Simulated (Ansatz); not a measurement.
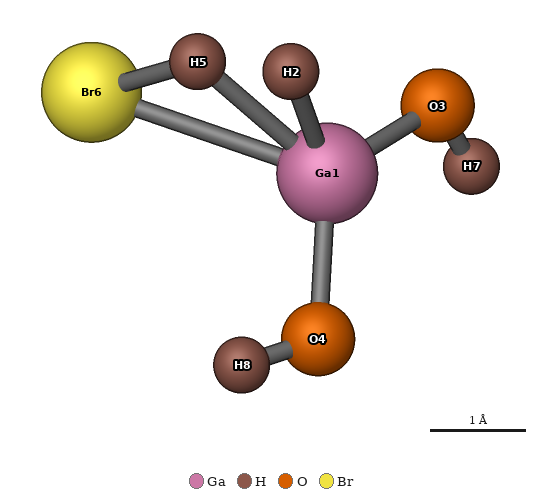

Figure 1. The input geometry of run A (ball-and-stick view, seen at a tilt; atoms are numbered from 1 in the order of the input). Sticks mark near contacts. Bond lengths as drawn: Br–Ga 2.67 Å, Br–H 1.66 Å, Ga–H 1.68 to 1.92 Å, Ga–O 1.77 to 1.78 Å and H–O 0.96 Å.

## Two runs on GaH4BrO2

System: GaH4BrO2.
Method of run A: RKS PBE0-D4/def2-SVP (Ansatz 0.2.0).

The geometry comes from this level: PBE0-D4/def2-TZVP. Text and figures count atoms from 1; the logs count them from 0 in places.

### Input, run A
```yaml
crystal:
  periodic: [false, false, false]
  atoms:
    - {symbol: Ga, position_ang: [-0.267756, -0.026360, -0.178137]}
    - {symbol: H, position_ang: [-0.025180, -1.656209, 0.137466]}
    - {symbol: O, position_ang: [-0.264119, 0.291512, -1.920338]}
    - {symbol: O, position_ang: [-1.192753, 0.946485, 0.984098]}
    - {symbol: H, position_ang: [1.011796, -1.317265, 0.450372]}
    - {symbol: Br, position_ang: [2.225376, -0.234505, 0.763533]}
    - {symbol: H, position_ang: [-0.554686, 1.181356, -2.135572]}
    - {symbol: H, position_ang: [-0.932678, 0.815086, 1.898577]}
basis:
  gaussian: {orbitals: def2-SVP}
hamiltonian: {xc: pbe0, dispersion: d4}
```

Command:
```bash
ansatz run in.yaml --threads 8 --pin off --events-out ev --progress --plain --max-ram 19148MiB
```

Hardware: 8 threads of Intel Xeon, 31 GiB of memory available, shared host.

### Output (run A)
```
Functional definition: PBE0
  parameter a = 0.25
  parameter kappa = 0.804
  parameter beta = 0.06672455060314922
  exchange = (1 - a)*pbe_x(kappa = kappa, mu = beta*pi^2/3) + a*exact_x
  correlation = pbe_c(beta = beta)
1092 factors; integrals over basis functions are off by at most 1.3e-3 eV
mean field evaluation 1: about -126537.8309 eV, gradient 7.1e1 eV
mean field evaluation 2: about -126511.7283 eV, gradient 1.3e2 eV
mean field evaluation 4: about -126546.5940 eV, gradient 4.5e0 eV
mean field evaluation 8: about -126546.6921 eV, gradient 5.6e-1 eV
mean field evaluation 16: about -126546.6927 eV, gradient 7.5e-5 eV
mean field -126546.69274287 eV, -4650.5051818713 hartree, gradient 7.6e-5 eV, S^2 0.000000; 0 other end points of the search recorded, 0 dependent functions left out
reference -126546.69277167 eV, -4650.5051829297 hartree; 43, 43 occupied and 69, 69 virtual orbitals, 1092 factors
Total energy: -126546.83979237 eV, -4650.5105858409 hartree
```

The input of run B differs as follows (lines with − go, lines with + come):
```diff
-    - {symbol: Ga, position_ang: [-0.267756, -0.026360, -0.178137]}
-    - {symbol: H, position_ang: [-0.025180, -1.656209, 0.137466]}
-    - {symbol: O, position_ang: [-0.264119, 0.291512, -1.920338]}
-    - {symbol: O, position_ang: [-1.192753, 0.946485, 0.984098]}
-    - {symbol: H, position_ang: [1.011796, -1.317265, 0.450372]}
-    - {symbol: Br, position_ang: [2.225376, -0.234505, 0.763533]}
-    - {symbol: H, position_ang: [-0.554686, 1.181356, -2.135572]}
-    - {symbol: H, position_ang: [-0.932678, 0.815086, 1.898577]}
+    - {symbol: Ga, position_ang: [0.334660, 0.636651, -0.047547]}
+    - {symbol: H, position_ang: [-0.338331, -1.977094, 0.335640]}
+    - {symbol: O, position_ang: [0.144093, 0.586270, -1.805001]}
+    - {symbol: O, position_ang: [-1.106135, 0.783360, 0.980004]}
+    - {symbol: H, position_ang: [0.223211, -2.131519, -0.135961]}
+    - {symbol: Br, position_ang: [2.424481, 0.619980, 0.831130]}
+    - {symbol: H, position_ang: [-0.777713, 0.624229, -2.073835]}
+    - {symbol: H, position_ang: [-0.904267, 0.858223, 1.915571]}
```

What does this change do to the results?

With the same method and basis, run B lies 32.1 kcal/mol lower.

### Output (run B)
```
Functional definition: PBE0
  parameter a = 0.25
  parameter kappa = 0.804
  parameter beta = 0.06672455060314922
  exchange = (1 - a)*pbe_x(kappa = kappa, mu = beta*pi^2/3) + a*exact_x
  correlation = pbe_c(beta = beta)
1088 factors; integrals over basis functions are off by at most 9.6e-4 eV
mean field evaluation 1: about -126539.2356 eV, gradient 7.1e1 eV
mean field evaluation 2: about -126514.2977 eV, gradient 1.3e2 eV
mean field evaluation 4: about -126548.0019 eV, gradient 4.1e0 eV
mean field evaluation 8: about -126548.0895 eV, gradient 5.6e-1 eV
mean field evaluation 16: about -126548.0901 eV, gradient 8.6e-5 eV
mean field -126548.09005865 eV, -4650.5565322793 hartree, gradient 8.6e-5 eV, S^2 0.000000; 0 other end points of the search recorded, 0 dependent functions left out
reference -126548.09008634 eV, -4650.5565332967 hartree; 43, 43 occupied and 69, 69 virtual orbitals, 1088 factors
Total energy: -126548.23093159 eV, -4650.5617092642 hartree
```

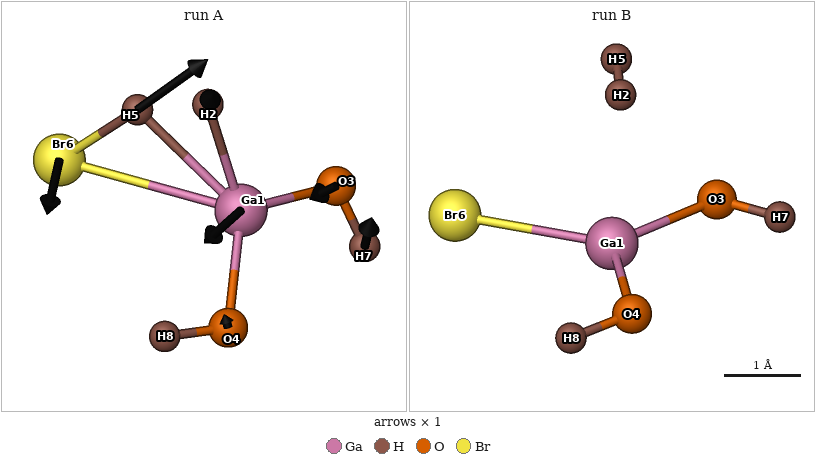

Figure 2. The two input geometries at one scale (ball-and-stick view, seen at a tilt). The black arrows on the first give the shifts of the atoms after the best rigid fit, at true length. The largest move after the best rigid fit is that of H5, 1.27 Å. Largest moves by element: H 1.27 Å, Ga 0.90 Å, Br 0.90 Å, O 0.52 Å. Among the contacts that change: H5–Br6 1.656 → 3.654 Å, Ga1–H2 1.678 → 2.726 Å, Ga1–H5 1.923 → 2.772 Å, Ga1–Br6 2.673 → 2.267 Å.

### The two runs side by side

| quantity | run A | run B |
| --- | --- | --- |
| outcome | converged | converged |
| total energy (hartree) | −4650.510586 | −4650.561709 |
| basis functions | 112 | 112 |
| wall time (shared host) | 0.55 s | 0.55 s |
